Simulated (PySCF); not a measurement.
Molecule: Si(H)2(OMe)(OSiH3), SMILES CO[SiH2]O[SiH3]. Atoms near the plane z = 0.0 Å, at the CAM-B3LYP/def2-SVP optimised geometry (x, y, z in Å): Si1 (-0.5, -0.7, 0.0), H6 (1.0, -0.7, 0.0), H7 (-1.0, 0.7, 0.0).

Calculation: CAM-B3LYP/def2-TZVP run with PySCF 2.14.0. Cells within 0.4 Å of a nucleus heavier than hydrogen are left out (blank, or x). The values are rescaled to run from 0 to 1.

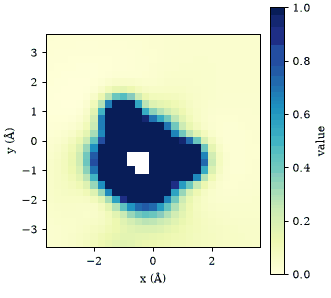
Fig. 1. a field on the plane z = 0.0 Å.

Problem. Which quantity is mapped?
A) deformation density (molecule minus spherical neutral atoms)
B) Laplacian of the electron density
C) log10 of the electron density
D) electrostatic potential

Solution. D, electrostatic potential. In full: electrostatic potential (hartree/e), clipped to [-0.08, 0.12].
